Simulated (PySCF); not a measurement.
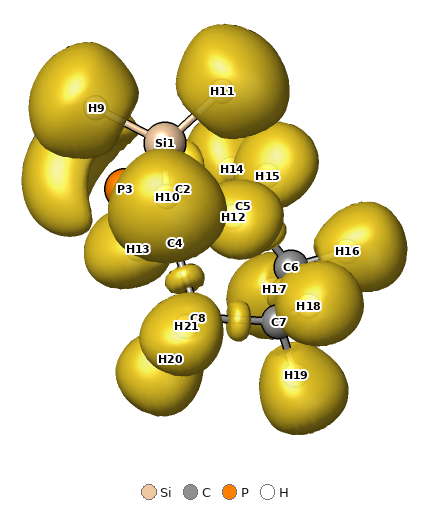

*C$_{6}$H$_{13}$PSi (SMILES [SiH3]/C=P/C1CCCC1). Isosurface of the electron localisation function at 0.85 (yellow), seen at an oblique angle. Core shells and regions of very low density are left out.*

Geometry: GFN2-xTB.

Method: PySCF 2.14.0, PBE0/pcSseg-1, SCF density, gas phase, non-relativistic.

Input file:

```
{"job": {"kind": "nmr", "xc": "PBE0", "basis": "pcSseg-1"}, "charge": 0, "multiplicity": 1}
Si     3.761144    -0.374265    -0.080867
C      1.906795    -0.264629     0.171540
P      1.146589    -0.543044     1.637767
C     -0.668701    -0.272792     1.209781
C     -0.979646     1.182821     0.826822
C     -2.168302     1.064631    -0.121138
C     -1.806964    -0.155386    -0.963952
C     -1.188871    -1.136549     0.038954
H      4.415593    -0.709664     1.181603
H      4.042060    -1.401658    -1.092030
H      4.247375     0.916167    -0.585379
H      1.307932    -0.010081    -0.695874
H     -1.228419    -0.524358     2.117764
H     -1.190355     1.797679     1.701334
H     -0.133480     1.626293     0.296092
H     -2.315429     1.961758    -0.721494
H     -3.080597     0.871407     0.445695
H     -1.071106     0.129370    -1.718395
H     -2.668630    -0.581163    -1.476534
H     -1.943516    -1.834832     0.402401
H     -0.392392    -1.724762    -0.419860
```

Run with:

```sh
OMP_NUM_THREADS=1 python probes_run.py task.json out
```

Question: Identify the bonds, lone pairs and shells in this picture.

Answer: At this value the surface marks out five regions between bonded C–C atoms (shared pairs), two regions between bonded C–P atoms (shared pairs), one region between bonded C–Si atoms (shared pairs), 13 regions around hydrogen nuclei and one lobe on P, pointing away from the bonds (lone pairs).

Values along the shortest contacts:
C–C (1.52 Å): the ELF peaks at about 0.95 between the atoms; a covalent bond. C–P (1.67 Å): the ELF peaks at about 0.90 between the atoms; localised, covalent bonding.
